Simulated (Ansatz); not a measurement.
# CH4AlNO: up Jacob's ladder to CCSD(T), part 2 of 2

Ansatz 0.2.0, Gaussian basis; functionals in def2-TZVPP, the program's frozen cores in correlated methods. Earlier steps stand in the parts before.

**17. ωB97M-V (range-separated)**

File in.yaml:

```yaml
crystal:
  periodic: [false, false, false]
  atoms:
    - {symbol: N, position_ang: [0.484960, 0.783575, 1.120309]}
    - {symbol: C, position_ang: [-0.361152, 0.556386, 0.082328]}
    - {symbol: O, position_ang: [-1.264822, 1.333375, -0.188051]}
    - {symbol: Al, position_ang: [-0.166601, -1.082571, -1.070167]}
    - {symbol: H, position_ang: [1.228070, 0.145707, 1.341266]}
    - {symbol: H, position_ang: [0.368534, 1.613262, 1.684629]}
    - {symbol: H, position_ang: [-1.194898, -1.277775, -2.250548]}
    - {symbol: H, position_ang: [0.998010, -2.128960, -0.775667]}
basis:
  gaussian: {orbitals: def2-TZVPP}
hamiltonian: {xc: {name: wB97M-V}}
output: {forces: true, orbitals: {seedname: orbitals}}
```

Command:

```console
> ansatz run in.yaml --threads 2 --pin off --events-out ev --progress --plain --max-ram 4352MiB
```

Log, cut to the lines that bear on the results:

```text
Functional definition: wB97M-V
  name "wB97M-V"
  cite "Mardirossian & Head-Gordon, J. Chem. Phys. 144, 214110 (2016) doi:10.1063/1.4952647"
  cite "Becke, J. Chem. Phys. 107, 8554 (1997) doi:10.1063/1.475007"
  cite "Vydrov & Van Voorhis, J. Chem. Phys. 133, 244103 (2010) doi:10.1063/1.3521275"
  # Of w^i u^j: cxij and so on, Table III.
[...]
  gx(w, u) = 1 - cx + cx01*u + cx10*w
[...]
Atom 4 at     1.228070     0.145707     1.341266 Å, force    -0.041144     0.035581    -0.012160 eV/Å
Atom 5 at     0.368534     1.613262     1.684629 Å, force    -0.003514    -0.048689    -0.044041 eV/Å
Atom 6 at    -1.194898    -1.277775    -2.250548 Å, force     0.119873     0.022293     0.137701 eV/Å
Atom 7 at     0.998010    -2.128960    -0.775667 Å, force    -0.125256     0.131104    -0.015776 eV/Å
Dipole moment:     0.568388    -0.291103     0.332054 e Å
```

Wall time 8 s (2 threads of AMD EPYC 7B13, shared host); peak memory 0.5 GiB.

Atomisation energy: 2798.6 kJ/mol (free atoms -11206.738 eV, run apart). HOMO -8.93 eV, LUMO -0.36 eV.

**18. B2PLYP (double hybrid)**

Changes to in.yaml since step 17:

```diff
@@ -13,3 +13,2 @@
   gaussian: {orbitals: def2-TZVPP}
-hamiltonian: {xc: {name: wB97M-V}}
-output: {forces: true, orbitals: {seedname: orbitals}}
+hamiltonian: {xc: {name: B2PLYP}}
```

Same command.

Log, cut to the lines that bear on the results:

```text
Functional definition: B2PLYP
  name "B2PLYP"
  cite "Grimme, J. Chem. Phys. 124, 034108 (2006) doi:10.1063/1.2148954"
  cite "Becke, Phys. Rev. A 38, 3098 (1988) doi:10.1103/PhysRevA.38.3098"
  cite "Lee, Yang & Parr, Phys. Rev. B 37, 785 (1988) doi:10.1103/PhysRevB.37.785"
[...]
1152 factors; integrals over basis functions are off by at most 1.4e-3 eV
[...]
mean field -11225.20217406 eV, -412.5185711814 hartree, gradient 2.9e-6 eV, S^2 0.000000; 0 other end points of the search recorded, 0 dependent functions left out
8 core orbitals not correlated: weight in the atoms' cores, before any rotation towards them, 1.000 or more for the frozen orbitals, at most 0.000 for the correlated occupied ones
reference -11225.20234156 eV, -412.5185773370 hartree; 11, 11 occupied and 172, 172 virtual orbitals, 1152 factors
second order -22.50348212 eV of doubles, -0.00000000 eV of singles
Total energy: -11231.27828174 eV, -412.7418640200 hartree
```

It took 5 s on 2 threads of AMD EPYC 7B13, shared host; peak memory 0.4 GiB.

Atomisation energy: 2759.3 kJ/mol (free atoms -11202.681 eV, run apart).

**19. PBE-QIDH (double hybrid)**

Changes to in.yaml since step 18:

```diff
@@ -13,2 +13,2 @@
   gaussian: {orbitals: def2-TZVPP}
-hamiltonian: {xc: {name: B2PLYP}}
+hamiltonian: {xc: {name: PBE-QIDH}}
```

The command is unchanged.

Log, cut to the lines that bear on the results:

```text
Functional definition: PBE-QIDH
  name "PBE-QIDH"
  cite "Brémond, Sancho-García, Pérez-Jiménez & Adamo, J. Chem. Phys. 141, 031101 (2014) doi:10.1063/1.4890314"
  cite "Perdew, Burke & Ernzerhof, Phys. Rev. Lett. 77, 3865 (1996) doi:10.1103/PhysRevLett.77.3865"
[...]
1152 factors; integrals over basis functions are off by at most 1.4e-3 eV
[...]
mean field -11219.36373524 eV, -412.3040125121 hartree, gradient 7.0e-6 eV, S^2 0.000000; 0 other end points of the search recorded, 0 dependent functions left out
8 core orbitals not correlated: weight in the atoms' cores, before any rotation towards them, 1.000 or more for the frozen orbitals, at most 0.000 for the correlated occupied ones
reference -11219.36374827 eV, -412.3040129909 hartree; 11, 11 occupied and 172, 172 virtual orbitals, 1152 factors
second order -20.79409705 eV of doubles, -0.00000000 eV of singles
Total energy: -11226.29511395 eV, -412.5587359816 hartree
```

Run time: 4.5 s. Hardware: 2 threads of AMD EPYC 7B13, shared host; peak memory 0.4 GiB.

With the free atoms at this level, -11197.890 eV in sum, the atomisation energy is 2740.7 kJ/mol.

**20. Frontier levels by functional**

Dipoles come from the runs that computed forces. Levels are read from the orbital files that the runs wrote:

```
  functional  HOMO (eV)  LUMO (eV)  gap (eV)  dipole (D)
 LDA (SPW92)      -5.37      -3.06      2.32            
      PBE-D4      -5.21      -2.81      2.40        3.26
   revPBE-D4      -5.14      -2.70      2.44            
     BLYP-D4      -5.12      -2.71      2.41            
   r2SCAN-D4      -5.44      -2.56      2.88        3.37
      B97M-V      -5.61      -2.76      2.85            
     PBE0-D4      -6.62      -2.03      4.59            
    B3LYP-D4      -6.41      -2.26      4.15        3.43
  r2SCANh-D4      -5.98      -2.29      3.69            
  r2SCAN0-D4      -6.81      -1.89      4.91            
    HSE06-D4      -6.22      -2.40      3.81            
    BHLYP-D4      -8.03      -1.28      6.75            
CAM-B3LYP-D4      -8.03      -1.11      6.93            
     LC-ωPBE      -9.30       0.03      9.32            
     ωB97X-V      -9.00      -0.09      8.90            
     ωB97M-V      -8.93      -0.36      8.57        3.46
```

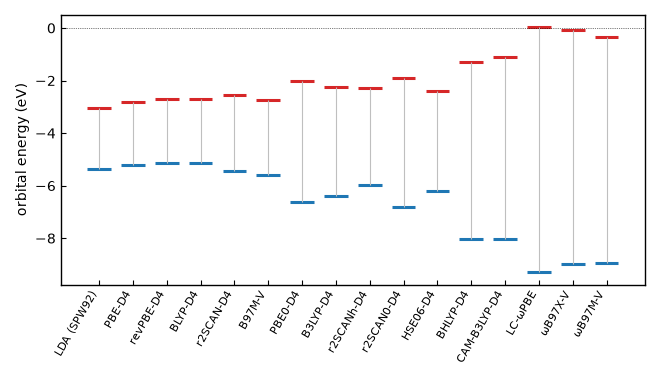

Highest occupied (blue) and lowest empty (red) level by functional.

**21. CCSD(T) in def2-SVP**

Changes to in.yaml since step 19:

```diff
@@ -12,3 +12,3 @@
 basis:
-  gaussian: {orbitals: def2-TZVPP}
-hamiltonian: {xc: {name: PBE-QIDH}}
+  gaussian: {orbitals: def2-SVP}
+correlation: {method: ccsd_t}
```

The command is unchanged.

Log, cut to the lines that bear on the results:

```text
Functional definition: HF
  name "HF"
  cite "Fock, Z. Phys. 61, 126 (1930) doi:10.1007/BF01340294"
  parent pbe
[...]
783 factors; integrals over basis functions are off by at most 1.1e-3 eV
[...]
mean field -11189.51236564 eV, -411.2069949133 hartree, gradient 8.2e-6 eV, S^2 0.000000; 0 other end points of the search recorded, 0 dependent functions left out
8 core orbitals not correlated: weight in the atoms' cores, before any rotation towards them, 1.000 or more for the frozen orbitals, at most 0.000 for the correlated occupied ones
reference -11189.51236564 eV, -411.2069949133 hartree; 11, 11 occupied and 61, 61 virtual orbitals, 783 factors
second order -14.72026955 eV of doubles, -0.00000000 eV of singles
cycle   1  -14.95221384 eV  change   -2.3e-1 eV  update   1.1e-1
[...]
cycle  10  -15.54801222 eV  change   -1.8e-5 eV  update   2.3e-5
perturbative correction -0.49026887 eV, -0.0180170486 hartree
Total energy: -11205.55064672 eV, -411.7963908721 hartree
```

Wall time 2.5 s (2 threads of AMD EPYC 7B13, shared host); peak memory 0.25 GiB.

**22. CCSD(T) in def2-TZVPP**

Changes to in.yaml since step 21:

```diff
@@ -12,3 +12,4 @@
 basis:
-  gaussian: {orbitals: def2-SVP}
+  gaussian: {orbitals: def2-TZVPP}
 correlation: {method: ccsd_t}
+output: {orbitals: {seedname: orbitals}}
```

The command is unchanged.

Log, cut to the lines that bear on the results:

```text
Functional definition: HF
  name "HF"
  cite "Fock, Z. Phys. 61, 126 (1930) doi:10.1007/BF01340294"
  parent pbe
[...]
1152 factors; integrals over basis functions are off by at most 1.4e-3 eV
[...]
mean field -11197.34487221 eV, -411.4948342208 hartree, gradient 6.4e-6 eV, S^2 0.000000; 0 other end points of the search recorded, 0 dependent functions left out
8 core orbitals not correlated: weight in the atoms' cores, before any rotation towards them, 1.000 or more for the frozen orbitals, at most 0.000 for the correlated occupied ones
reference -11197.34487221 eV, -411.4948342208 hartree; 11, 11 occupied and 172, 172 virtual orbitals, 1152 factors
second order -18.39291662 eV of doubles, -0.00000000 eV of singles
cycle   1  -18.35540898 eV  change    3.8e-2 eV  update   1.2e-1
[...]
cycle  12  -19.01959741 eV  change   -1.3e-5 eV  update   5.8e-6
perturbative correction -0.80246175 eV, -0.0294899254 hartree
Total energy: -11217.16693137 eV, -412.2232814589 hartree
```

Run time: 43 s. Hardware: 2 threads of AMD EPYC 7B13, shared host; peak memory 2.1 GiB.

**23. MP2 in def2-QZVPP**

Changes to in.yaml since step 22:

```diff
@@ -12,4 +12,3 @@
 basis:
-  gaussian: {orbitals: def2-TZVPP}
-correlation: {method: ccsd_t}
-output: {orbitals: {seedname: orbitals}}
+  gaussian: {orbitals: "def2-QZVPP.json"}
+correlation: {method: mp2}
```

The command is unchanged.

Log, cut to the lines that bear on the results:

```text
Functional definition: HF
  name "HF"
  cite "Fock, Z. Phys. 61, 126 (1930) doi:10.1007/BF01340294"
  parent pbe
[...]
2171 factors; integrals over basis functions are off by at most 7.6e-4 eV
[...]
mean field -11197.75537004 eV, -411.5099197379 hartree, gradient 3.7e-6 eV, S^2 0.000000; 0 other end points of the search recorded, 0 dependent functions left out
8 core orbitals not correlated: weight in the atoms' cores, before any rotation towards them, 1.000 or more for the frozen orbitals, at most 0.000 for the correlated occupied ones
reference -11197.75537004 eV, -411.5099197379 hartree; 11, 11 occupied and 342, 342 virtual orbitals, 2171 factors
second order -19.76354136 eV of doubles, -0.00000000 eV of singles
Total energy: -11217.51891140 eV, -412.2362164867 hartree
```

It took 15 s on 2 threads of AMD EPYC 7B13, shared host; peak memory 1.4 GiB.

The pieces so far (eV):

```
     basis           HF  MP2 correlation  CCSD correlation      (T)              total
  def2-SVP  -11189.5124         -14.7203          -15.5480  -0.4903        -11205.5506
def2-TZVPP  -11197.3449         -18.3929          -19.0196  -0.8025        -11217.1669
def2-QZVPP  -11197.7554         -19.7635                             -11217.5189 (MP2)
```

The report of the def2-TZVPP run gives T1 = 0.0166.

**24. The basis-set limit**

This step is arithmetic on the last runs, with X = 3 and 4: exp(−7.88√X) for Hartree-Fock, X^−2.97 for correlation; only MP2 was run in the larger set, so CCSD(T) minus MP2 is added from the smaller one.

```
  level  energy at the limit (eV)
     HF               -11197.8119
    MP2               -11218.5907
   CCSD               -11219.2174
CCSD(T)               -11220.0199
```

**25. RPA on PBE orbitals**

Changes to in.yaml since step 23:

```diff
@@ -12,3 +12,4 @@
 basis:
-  gaussian: {orbitals: "def2-QZVPP.json"}
-correlation: {method: mp2}
+  gaussian: {orbitals: def2-TZVPP}
+hamiltonian: {xc: pbe}
+correlation: {method: rpa}
```

The command is unchanged.

Log, cut to the lines that bear on the results:

```text
Functional definition: PBE
  name "PBE"
  cite "Perdew, Burke & Ernzerhof, Phys. Rev. Lett. 77, 3865 (1996) doi:10.1103/PhysRevLett.77.3865"
  parent pbe
[...]
1152 factors; integrals over basis functions are off by at most 1.4e-3 eV
[...]
mean field -11228.85642900 eV, -412.6528625737 hartree, gradient 2.0e-6 eV, S^2 0.000000; 0 other end points of the search recorded, 0 dependent functions left out
8 core orbitals not correlated: weight in the atoms' cores, before any rotation towards them, 1.000 or more for the frozen orbitals, at most 0.000 for the correlated occupied ones
reference -11195.90420494 eV, -411.4418906750 hartree; 11, 11 occupied and 172, 172 virtual orbitals, 1152 factors
Total energy: -11225.83963400 eV, -412.5419974023 hartree
```

It took 4.2 s on 2 threads of AMD EPYC 7B13, shared host; peak memory 0.4 GiB.

RPA correlation: -29.935 eV. No RPA run of the hydrogen atom was made, so RPA has no atomisation energy below.

**26. Atomisation energies**

Free atoms (1 N, 1 C, 1 O, 1 Al, 4 H) were run apart at each level; the atomisation energy is their sum less the molecule, without zero-point or spin-orbit terms.

Differences are taken before rounding.

```
            method             rung  atomisation energy (kJ/mol)  from CCSD(T)/CBS (kJ/mol)   time
       LDA (SPW92)              LDA                       3247.3                     +466.6  1.2 s
            PBE-D4              GGA                       2871.6                      +90.9  2.2 s
         revPBE-D4              GGA                       2790.7                      +10.0    2 s
           BLYP-D4              GGA                       2820.7                      +40.0  2.1 s
         r2SCAN-D4         meta-GGA                       2790.2                       +9.5  3.6 s
            B97M-V         meta-GGA                       2809.3                      +28.6    7 s
           PBE0-D4           hybrid                       2779.5                       -1.2  2.2 s
          B3LYP-D4           hybrid                       2794.9                      +14.2  3.1 s
        r2SCANh-D4           hybrid                       2759.1                      -21.6  3.7 s
        r2SCAN0-D4           hybrid                       2714.4                      -66.3    4 s
          HSE06-D4           hybrid                       2782.2                       +1.5  2.8 s
          BHLYP-D4           hybrid                       2667.8                     -112.9  2.5 s
      CAM-B3LYP-D4  range-separated                       2806.2                      +25.5  3.1 s
           LC-ωPBE  range-separated                       2782.9                       +2.3  2.3 s
           ωB97X-V  range-separated                       2801.3                      +20.6    7 s
           ωB97M-V  range-separated                       2798.6                      +17.9    8 s
            B2PLYP    double hybrid                       2759.3                      -21.4    5 s
          PBE-QIDH    double hybrid                       2740.7                      -40.0  4.5 s
     HF/def2-TZVPP     wavefunction                       1865.0                     -915.7       
    MP2/def2-TZVPP     wavefunction                       2751.6                      -29.1       
   CCSD/def2-TZVPP     wavefunction                       2632.9                     -147.8       
  CCSD(T)/def2-SVP     wavefunction                       2602.4                     -178.2  2.5 s
CCSD(T)/def2-TZVPP     wavefunction                       2688.6                      -92.1   43 s
           MP2/CBS     wavefunction                       2843.7                      +63.0       
       CCSD(T)/CBS     wavefunction                       2780.7                          0   58 s
```

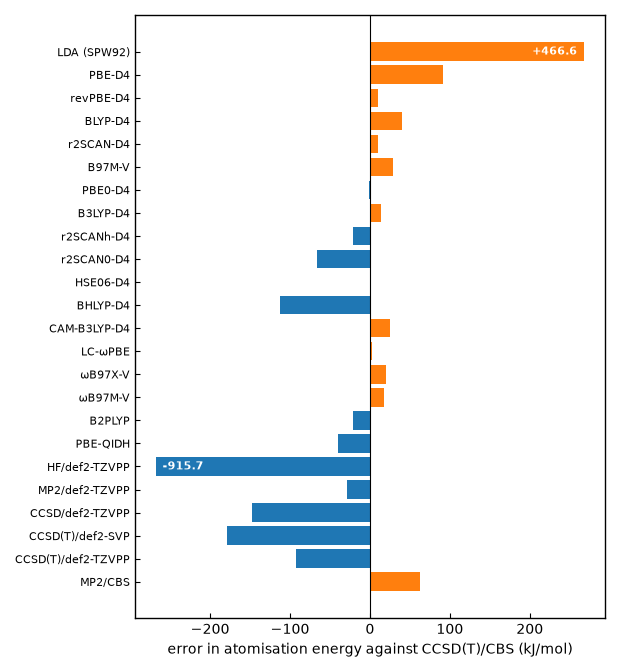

Deviations from CCSD(T)/CBS, method by method. Bars with a number in them are cut short.

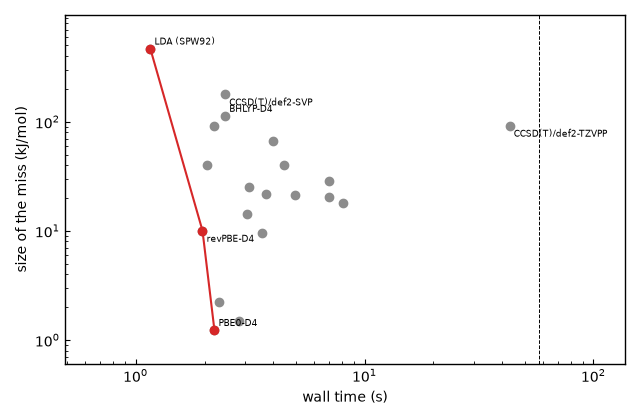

Miss against cost. Red marks the levels that no quicker level drawn beats (of those quicker than the yardstick), and the dashed line is the time of CCSD(T)/CBS. Only those levels and the largest misses are named. Times are from a shared host.

LDA (SPW92), LC-ωPBE, B2PLYP, PBE-QIDH carry no dispersion term (for B3LYP, D4 adds 20.3 kJ/mol).

Times are those of the molecule's run; HF, MP2 and CCSD come out of the CCSD(T) runs, and the limit's time is the sum of the runs that it needs.

**27. Results**

What follows sums up all 2 parts.

```
                               quantity                                             value
        atomisation energy, CCSD(T)/CBS                                     2780.7 kJ/mol
 functionals within 13.9 kJ/mol (0.5 %)  revPBE-D4, r2SCAN-D4, PBE0-D4, HSE06-D4, LC-ωPBE
                    farthest beyond LDA                          BHLYP-D4 (-112.9 kJ/mol)
                mean size of error, GGA                                       47.0 kJ/mol
           mean size of error, meta-GGA                                       19.0 kJ/mol
             mean size of error, hybrid                                       36.3 kJ/mol
    mean size of error, range-separated                                       16.6 kJ/mol
      mean size of error, double hybrid                                       30.7 kJ/mol
              gap, smallest and largest          2.32 eV (LDA (SPW92)), 9.32 eV (LC-ωPBE)
                          T1 diagnostic                                            0.0166
triples share of the correlation energy                                             4.0 %
```

In words: The LDA atomisation energy is off by 466.6 kJ/mol (17 %): it overbinds. PBE-D4 misses by +90.9 kJ/mol. Double hybrids carry the basis error of their MP2 part in triple zeta, and no dispersion term here, so their miss is partly the set-up's. By mean error the best rung here is range-separated (16.6 kJ/mol) and the worst beyond LDA is GGA (47.0 kJ/mol). The gap between the best rungs is small, so their order is not settled. The reference freezes the cores and leaves out relativity and excitations past (T), so misses under about 13.9 kJ/mol can't be ranked. Hartree-Fock recovers 67 % of the binding; the rest is correlation. CCSD(T) in def2-SVP is off by -178.2 kJ/mol, which most functionals beat. The gap grows from 2.3 to 9.3 eV across the functionals, mostly with the share of exact exchange.

PBE0-D4 reaches 1.2 kJ/mol from the reference in 2.2 s, where CCSD(T)/CBS took 58 s; the quickest level in the cost chart, LDA (SPW92), takes 1.2 s and misses by 466.6 kJ/mol.
